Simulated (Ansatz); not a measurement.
**Computed energy against volume: NiSi3P4 (space group I-42m)**

NiSi₃P₄ (space group I-42m)

```xyz
8
Lattice="-2.5808 2.5808 5.1755 2.5808 -2.5808 5.1755 2.5808 2.5808 -5.1755" Properties=species:S:1:pos:R:3 pbc="T T T"
Si     2.5808     0.0000     2.5877
Si     0.0000     2.5808     2.5877
Si     0.0000     0.0000     5.1755
Ni     0.0000     0.0000     0.0000
P      1.3387     1.3387     3.9517
P      1.3387    -1.3387     6.3993
P      1.2421     1.2421    -1.2238
P     -1.3387     1.3387     6.3993
```

The volume is varied about the relaxed value V₀ at fixed cell shape. The atoms relax within the cell's symmetry.

All values below come from PBEsol (plane waves to 420 eV, PAW, scalar-relativistic; Ansatz, a first-principles code). k mesh 9×9×9 (Γ-centred), Fermi-Dirac smearing 0.05 eV. The energy includes the smearing's −TS. With the shape held, the modulus is that of even scaling; a crystal free to change shape is softer. NiSi3P4 is run without spin polarisation. NiSi3P4 was relaxed with its symmetry unable to fall. ΔE is measured from the relaxed starting cell.

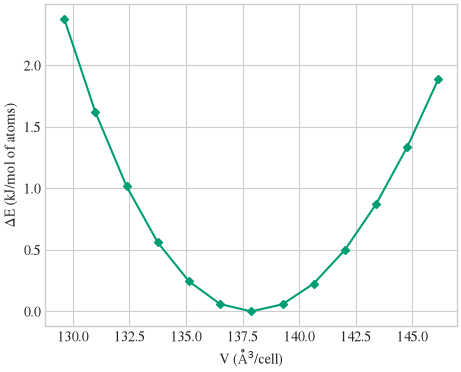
*ΔE (kJ/mol of atoms) against V (Å³/cell); one marker a computed point.*

The pressure at the smallest volume is 8.10 GPa, the energy cost of the largest expansion is 19.6 meV/atom and the bulk modulus at fixed cell shape B₀ (third-order Birch-Murnaghan fit) is 113 GPa. The pressure for 5 % compression (fit) is 6.6 GPa and the equilibrium volume of the fit is 17.24 Å³/atom.

P = (3B₀/2)(x⁷ − x⁵)[1 + ¾(B₀′ − 4)(x² − 1)] with x = (1/0.95)^(1/3), B₀ = 113 GPa and B₀′ = 4.74.

(A scan under strain: stresses follow from slopes of the energy per volume, elastic moduli from its curvatures.)
